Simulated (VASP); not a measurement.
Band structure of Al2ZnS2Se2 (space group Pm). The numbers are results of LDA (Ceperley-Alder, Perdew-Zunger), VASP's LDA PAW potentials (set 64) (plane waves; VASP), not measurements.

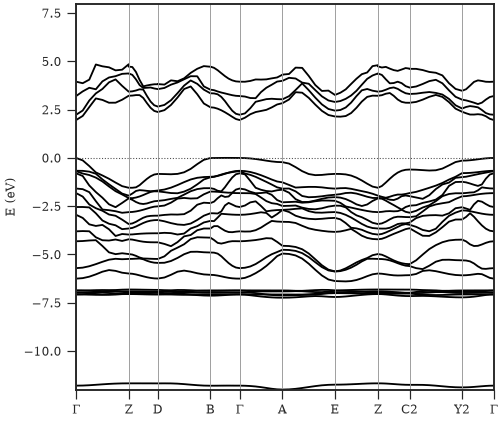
Figure. Bands along high-symmetry lines, zero at the valence-band maximum or, without a gap, the Fermi level

Question: Read the plot: is there a gap, and where are the band edges?

Answer: The gap is indirect, 1.96 eV, from the valence maximum at B-Γ at 0.62 to the conduction minimum at Γ. (Edges off the drawn lines would not show.)

The structure comes from a computed database's Al2ZnS2Se2 entry (Pm); how it stands against other phases isn't given here. It was relaxed first, which changed the volume by -9 %.
